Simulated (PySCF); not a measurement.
# C₂H₇Al, SMILES `C[AlH]C`: electronic structure

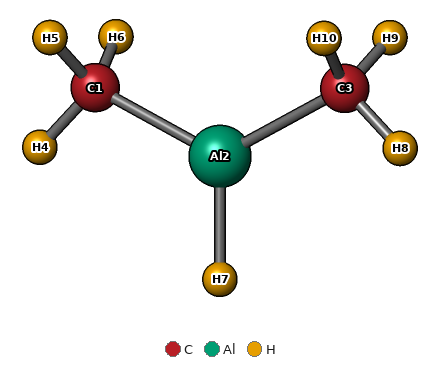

The molecule, with its atoms numbered as below. No frequency check shows the geometry to be a minimum.

Cartesian coordinates (Å):

```
C1      -1.7927    0.3939    0.0001
Al2     -0.0000   -0.4695   -0.0003
C3       1.7929    0.3938    0.0002
H4      -2.5881   -0.3620    0.0001
H5      -1.9683    1.0309    0.8750
H6      -1.9681    1.0317   -0.8744
H7      -0.0015   -2.0232    0.0013
H8       2.5882   -0.3622   -0.0002
H9       1.9685    1.0312   -0.8744
H10      1.9687    1.0304    0.8751
```

Part 1: Bonding charge

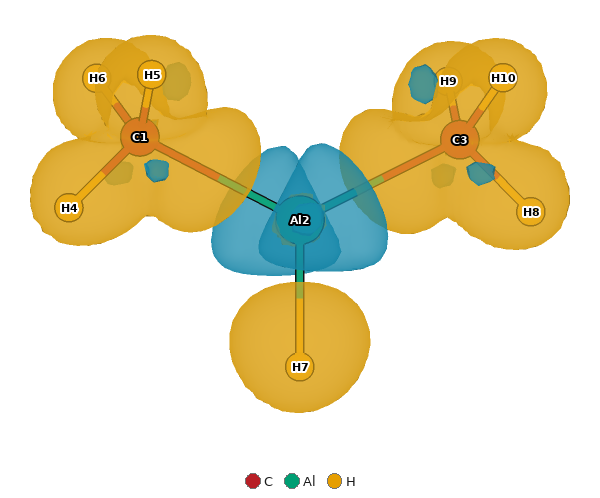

Deformation density (molecule less spherical, spin-averaged free atoms at the same positions), surfaces at ±0.06 e/Å³; yellow: gain, teal: loss.

Method: PBE0/6-31G*; geometry: GFN2-xTB; program: PySCF.

> Describe the bonding that the map shows.

C1–H4 and C3–H8: +0.57 e/Å³ at the bond critical point (bond length 1.10 Å, Mayer order 0.9). C3–H10, C3–H9, C1–H5 and C1–H6: +0.56 e/Å³ at the bond critical point (bond length 1.10 Å, Mayer order 0.9). Al2–H7: +0.14 e/Å³ at the bond critical point (bond length 1.55 Å, Mayer order 0.9). C1–Al2 and Al2–C3: +0.12 e/Å³ at the bond critical point (bond length 1.99 Å, Mayer order 0.9). In all, 2.0 electrons gather in the regions of gain relative to the promolecule. A small or negative value marks a very polar bond, one between electron-rich atoms, whose free-atom densities already overlap strongly, a long bond to a heavier atom, or a closed-shell contact such as a hydrogen bond.

> Where do the Hirshfeld charges lie?

The highest Hirshfeld charge is on Al2 (+0.51 e), the lowest on C1 and C3 (−0.26 e).

Part 2: Bond critical points

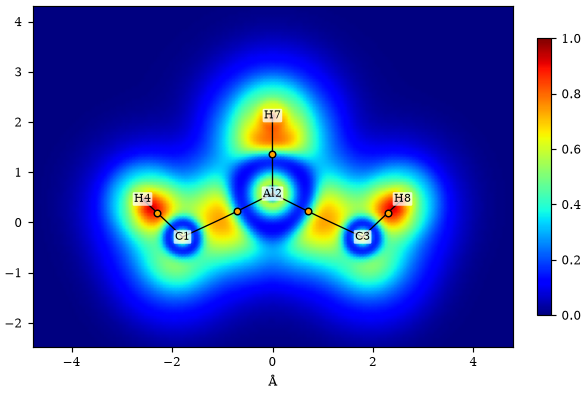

Localised orbital locator (LOL) in the plane of C1, Al2, C3, H4, H7 and H8, with bond paths and bond critical points (dots).

> Rank the bonds in the plane by LOL at their critical points.

C1–H4 and C3–H8: about 0.87; Al2–H7: about 0.32; C1–Al2 and Al2–C3: about 0.30. Values above 0.5 mark slow, localised electrons, as in shared pairs; low values at a critical point mark a polar or closed-shell contact whose critical point lies between the shells.

> Where along C1–H4 does the critical point lie?

0.69 Å from C1 and 0.40 Å from H4.

Part 3: Local ionisation energy

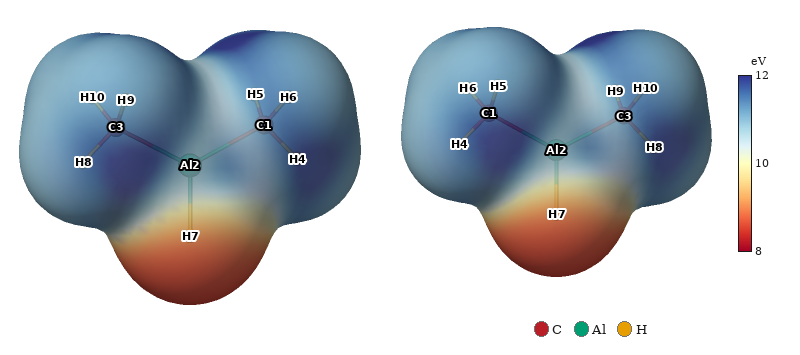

Average local ionisation energy on the surface of electron density 0.001 a.u. (back view left, front view right).

> Locate the minima of the map.

The lowest value is 8.5 eV, 1.5 Å from H7. Further minima include 10.6 eV, near H5 (1.97 Å) and Al2 (2.11 Å), over C1 (2.4 Å), and at like points elsewhere; 10.8 eV, 1.4 Å from H4, and at like points elsewhere. For comparison, the highest occupied orbital lies at −7.7 eV.

> What volume does the surface enclose, and what is the dipole moment?

About 106 Å³; the dipole moment is 0.8 D.

Part 4: Excited states

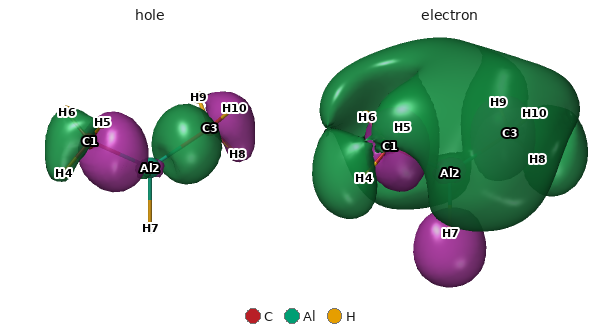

Leading natural transition orbital pair of T₃ (full linear response triplet states); the surfaces enclose about 78 % of each orbital's density.

Method: CAM-B3LYP/def2-TZVP; geometry: GFN2-xTB; program: PySCF. Without diffuse functions Rydberg states are missing, so the states' numbers hold for this basis only.

> Characterise the state.

6.55 eV (189 nm), spin-forbidden from the singlet ground state, σ → σ*; the leading pair carries 93 %; hole on C1 and C3 (29 % each) and Al2 (22 %), electron on Al2 (41 %), C1 and C3 (13 % each) and H5, H6, H9 and H10 (5 % each); their centroids lie 0.1 Å apart. In canonical orbitals it is mainly HOMO → LUMO+1 (87 %). The HOMO–LUMO gap is 9.19 eV.

Part 5: Localised orbitals

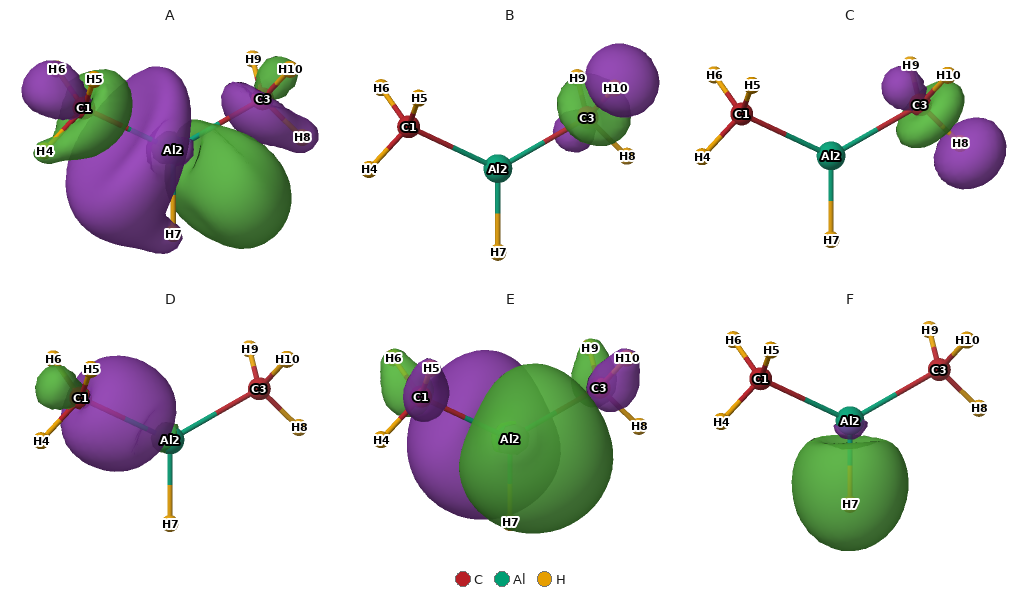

Intrinsic bond orbitals (IBO), occupied and valence-virtual; each surface holds about 70 % of the orbital's density. Energies are diagonal elements of the Fock matrix.

PySCF calculation, PBE/cc-pVTZ, gas phase; geometry: GFN2-xTB.

> Identify each orbital.

By panel:
- A: σ* orbital Al2–C1, mostly on Al2 (Al2 74 %, C1 19 %, C3 6 %; 4.8 eV)
- B: σ* orbital H10–C3 (H10 57 %, C3 42 %; 8.2 eV)
- C: σ* orbital H8–C3 (H8 58 %, C3 42 %; 8.2 eV)
- D: σ bond C1–Al2 (C1 70 %, Al2 30 %; −8.4 eV)
- E: empty orbital on Al2 (Al2 96 %; −1.4 eV)
- F: σ bond H7–Al2 (H7 60 %, Al2 40 %; −7.9 eV)

Part 6: Stretching a bond

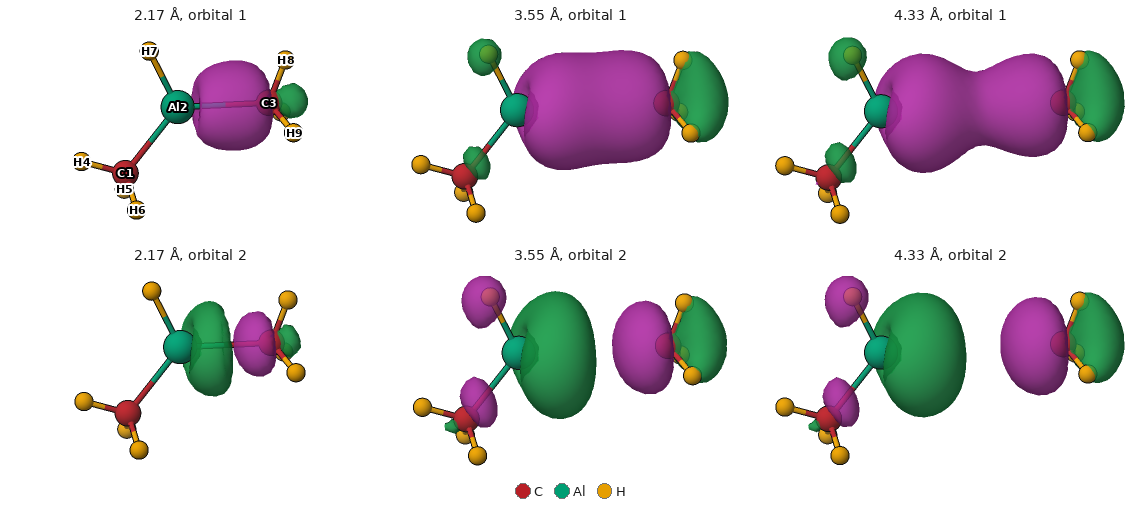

Rigid stretch of the Al2–C3 bond. The two CASSCF(2,2) natural orbitals nearest half filling (orbital 1 the more occupied).

Computed with PySCF, def2-SVP basis, geometry: GFN2-xTB.

> How do the occupations change along the stretch?

2.17 Å: 1.97 and 0.03; 3.55 Å: 1.64 and 0.36; 4.33 Å: 1.31 and 0.69. At the longest distance computed (5.52 Å) they are 1.07 and 0.93, and the effective number of unpaired electrons is 2.0.

> Where does the UHF solution part from RHF?

Between 2.66 Å (⟨S²⟩ = 0, the two coincide) and 3.05 Å (⟨S²⟩ = 0.56); at 5.52 Å ⟨S²⟩ is 1.01 and UHF lies 4.0 eV below RHF.

> How much energy does the stretch cost?

By CASSCF, 3.5 eV from the lowest point of the scan (1.97 Å) to 5.52 Å; RHF gives 7.1 eV from its own lowest point. The fragments aren't relaxed and dynamic correlation is missing, so this isn't a bond dissociation energy.

The PySCF runs shown took 7.6 s, 9.1 min, 27 s and 100 s on 1 thread of Intel(R) Xeon(R) Platinum 8259CL CPU @ 2.50GHz (Skylake/Cascade Lake), with other jobs on the host.
